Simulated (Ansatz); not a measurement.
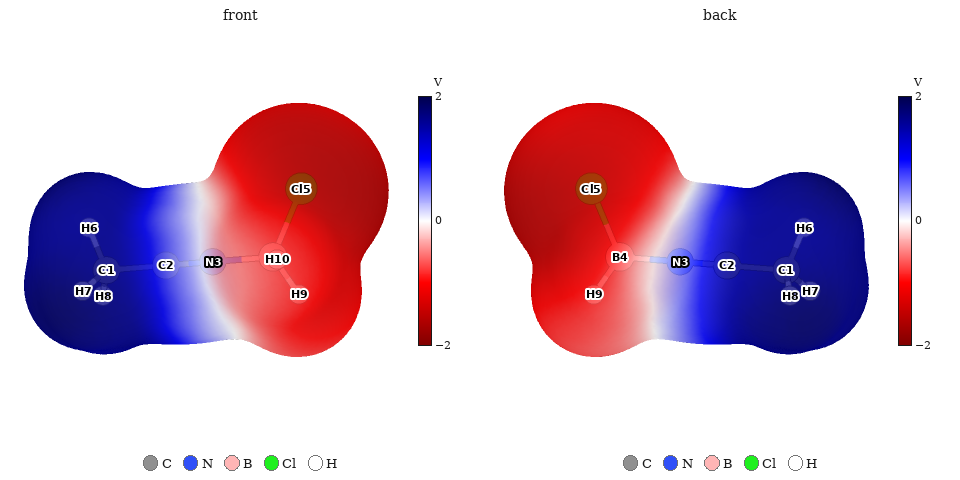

C$_{2}$H$_{5}$BClN. The molecular electrostatic potential painted on the density surface at 0.001 e/bohr³, seen from the front and from behind; red is negative and blue positive.

Not at a stationary point (largest force 1.2 eV/Å).

Level of theory: SCF r2SCAN, Gaussian basis in Ansatz 0.2.0.

Input file:

```
crystal:
  periodic: [false, false, false]
  atoms:
    - { symbol: C, position_ang: [2.0739, 0.1697, -0.0657] }
    - { symbol: C, position_ang: [0.6166, 0.0434, -0.0628] }
    - { symbol: "N", position_ang: [-0.5363, -0.0565, -0.0603] }
    - { symbol: B, position_ang: [-2.0164, -0.1848, -0.0575] }
    - { symbol: Cl, position_ang: [-2.6539, 0.0418, 1.6675] }
    - { symbol: H, position_ang: [2.3974, 0.7387, 0.8301] }
    - { symbol: H, position_ang: [2.3967, 0.7064, -0.9813] }
    - { symbol: H, position_ang: [2.5326, -0.8403, -0.0478] }
    - { symbol: H, position_ang: [-2.3221, -1.2654, -0.4548] }
    - { symbol: H, position_ang: [-2.4884, 0.6471, -0.7675] }
basis:
  gaussian:
    orbitals: def2-SVP
hamiltonian:
  xc: r2scan
output:
  orbitals: {}
  forces: true
```

Command:

```sh
python
```

### Which sites attract a positive test charge, and which a negative one?

A positive charge is drawn to the negative regions and a negative charge to the positive ones. The most negative region (about −1.6 V, or −37 kcal/mol for a unit charge) lies over Cl5, the most positive (about +1.9 V, or +44 kcal/mol for a unit charge) over H6, H7 and H8.
